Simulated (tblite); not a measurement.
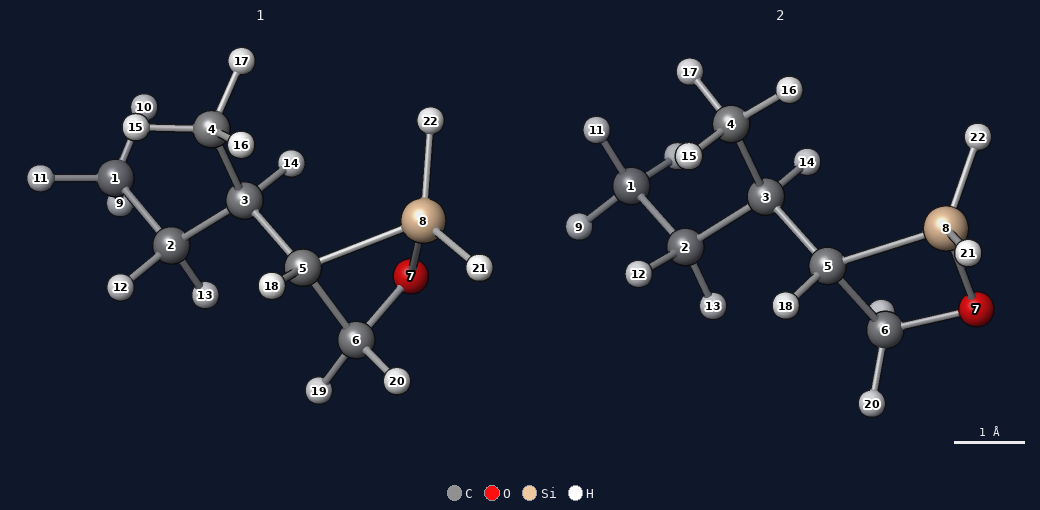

Two geometries of C6H14OSi, drawn at one scale. One is the start of a relaxation, the other its converged end. The picture is a ball-and-stick view, seen at a tilt.

Theory: GFN2-xTB geometry optimisation, gas phase (tblite 0.8.0). 

**Which of the two is the end point?**

Structure 2 is the relaxed one. H19 moves most after the best rigid fit: 1.46 Å. By element the largest moves are H 1.46 Å, O 1.17 Å, Si 0.46 Å, C 0.34 Å. Near-neighbour distances that change, for instance: C6–O7 1.375 → 1.433 Å, O7–Si8 1.701 → 1.654 Å, C2–C3 1.489 → 1.535 Å, C5–Si8 1.875 → 1.915 Å. Among the angles between lasting bonds that change: C3–C5–Si8 108.5° → 120.1°, C6–O7–Si8 88.0° → 97.0°, O7–C6–H19 116.9° → 108.8°. Groups turn about C3–C4 by about 55°, C6–O7 by about 55°, C5–C6 by about 50°. After 168 geometry steps the energy has fallen by 41.4 kcal/mol.
